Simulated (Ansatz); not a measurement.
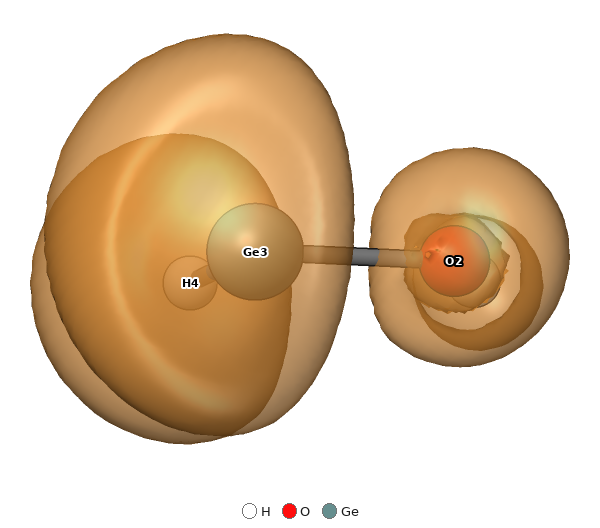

Figure. GeH2O. Isosurface of the ELF at 0.75 (orange), seen from one side. Only the valence region is drawn (cores and ρ < 0.01 e/Å³ removed).

The product side of a reaction path; geometry: PBE0-D4/def2-TZVP.

Computed with Ansatz 0.2.0, RKS PBE0-D4/def2-TZVPP.

Identify the bonds, lone pairs and shells in this picture.

At this value the surface marks out one region around a hydrogen nucleus, one lobe on Ge, pointing away from the bonds (lone pairs) and one joined region spread over several atoms (H, O), in which their bonds and any lone pairs are merged.

Values along the shortest contacts:
Ge–O (1.79 Å): the ELF peaks at about 0.85 in the valence shell of O, 0.6 Å from its nucleus, and is about 0.30 at the midpoint. O–H (0.96 Å): the ELF climbs to about 1 towards the hydrogen, as it does in any bond to H: an ordinary covalent bond to hydrogen.
